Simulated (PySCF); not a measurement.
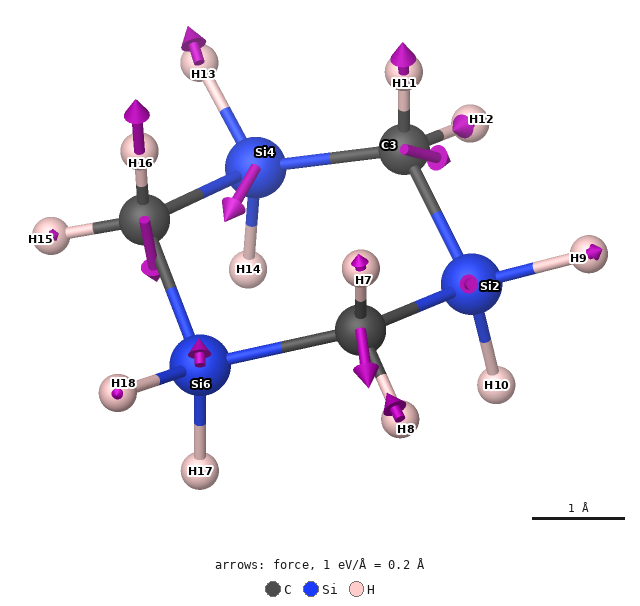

Starting geometry of C₃H₁₂Si₃ with the computed forces as purple arrows. The picture is a ball-and-stick view, seen from a free direction.

The start comes from GFN2-xTB. Its atoms were then displaced at random by about 0.03 Å.

The calculation used PBE0-D3(BJ)/def2-SVP geometry optimisation, gas phase (PySCF 2.14.0, density-fitted response routines). 

Question: Is this structure relaxed? If not, where do the atoms go?

Answer: It isn't relaxed: the largest force vector, on a C atom, is 4.94 eV/Å. The final displacements follow the starting forces only in part (cosine between the two patterns 0.60). A Si atom moves most after the best rigid fit: 0.12 Å. Largest moves by element: Si 0.12 Å, H 0.11 Å, C 0.08 Å. Some distances before and after: C–Si 2.009 → 1.884 Å, H–Si 1.391 → 1.498 Å, C–H 1.014 → 1.105 Å, C–H 1.179 → 1.103 Å. Bond angles that change, for instance: C–Si–H 102.7° → 110.7°, C–Si–H 117.1° → 110.5°, H–C–H 100.7° → 106.7°. The energy falls by 0.919 eV in 8 geometry steps. Cost: 93 s on 1 thread of Arm Neoverse V2, with other jobs on the host.
